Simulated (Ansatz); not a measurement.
The run's input:

```
crystal:
  periodic: [false, false, false]
  atoms:
    - {symbol: C, position_ang: [1.487328, 1.853380, 1.710397]}
    - {symbol: O, position_ang: [1.795760, 0.663709, 1.045260]}
    - {symbol: Sn, position_ang: [0.643249, 0.048075, -0.450626]}
    - {symbol: C, position_ang: [1.594337, -1.770669, -1.029492]}
    - {symbol: C, position_ang: [0.704820, 1.573373, -1.954848]}
    - {symbol: C, position_ang: [-1.332879, -0.233001, 0.381617]}
    - {symbol: C, position_ang: [-2.300218, -0.758151, -0.669765]}
    - {symbol: C, position_ang: [-1.268533, -1.137845, 1.602632]}
    - {symbol: H, position_ang: [1.498499, 2.731014, 1.045647]}
    - {symbol: H, position_ang: [0.502425, 1.825493, 2.202894]}
    - {symbol: H, position_ang: [2.235467, 2.028159, 2.491352]}
    - {symbol: H, position_ang: [2.622498, -1.562268, -1.326139]}
    - {symbol: H, position_ang: [1.070415, -2.234547, -1.866164]}
    - {symbol: H, position_ang: [1.604445, -2.462647, -0.187208]}
    - {symbol: H, position_ang: [0.269039, 2.497790, -1.573873]}
    - {symbol: H, position_ang: [1.739112, 1.762208, -2.244385]}
    - {symbol: H, position_ang: [0.143443, 1.259690, -2.836506]}
    - {symbol: H, position_ang: [-1.658795, 0.765257, 0.694178]}
    - {symbol: H, position_ang: [-3.307235, -0.875294, -0.251792]}
    - {symbol: H, position_ang: [-2.381800, -0.089884, -1.531689]}
    - {symbol: H, position_ang: [-1.994654, -1.741768, -1.041252]}
    - {symbol: H, position_ang: [-0.577865, -0.758508, 2.359625]}
    - {symbol: H, position_ang: [-2.255975, -1.237537, 2.069115]}
    - {symbol: H, position_ang: [-0.938084, -2.146429, 1.334322]}
basis:
  gaussian: {orbitals: def2-TZVPP}
correlation: {method: ccsd_t, frozen_orbitals: {C: 1, H: 0, O: 1, Sn: 9}}
output: {orbitals: {seedname: orbitals}}
```

Hartree-Fock orbital energies near the frontier, HF/def2-TZVPP, the Ansatz code, at a PBE0-D4/def2-TZVP geometry (no frequency check), isolated molecule; empty levels in grey, levels within 0.03 eV side by side.

Where do the frontier orbitals lie?

HOMO at −9.72 eV, LUMO at 2.85 eV, 12.56 eV apart.

List the levels.

| orbital | energy (eV) |
| --- | --- |
| LUMO+2 | 3.63 |
| LUMO+1 | 3.27 |
| LUMO | 2.85 |
| HOMO | −9.72 |
| HOMO−1 | −10.61 |
| HOMO−2 | −11.36 |
| HOMO−3 | −11.48 |
| HOMO−4 | −13.12 |
| HOMO−5 | −13.20 |
| HOMO−6 | −13.99 |

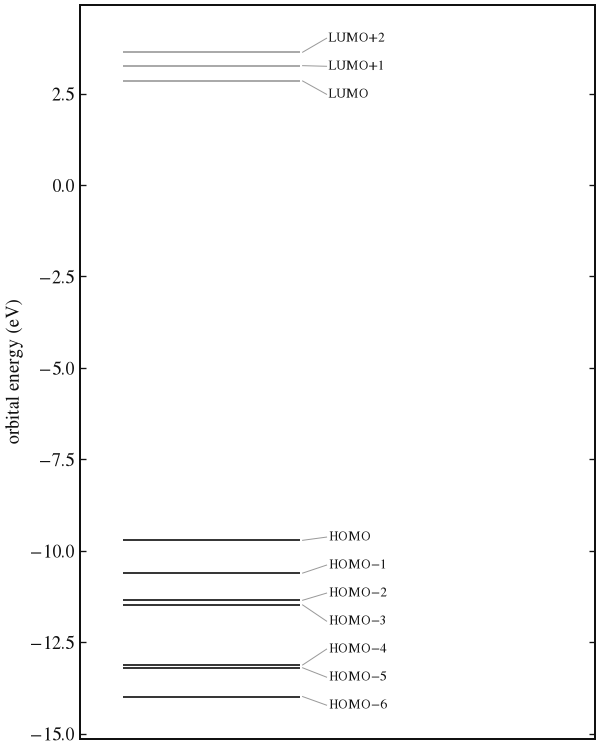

Caveats: core potentials past krypton; spin-orbit coupling is left out, and with Sn it can shift these levels and split any degenerate set; one conformer of a flexible molecule; empty levels above zero depend strongly on the basis.
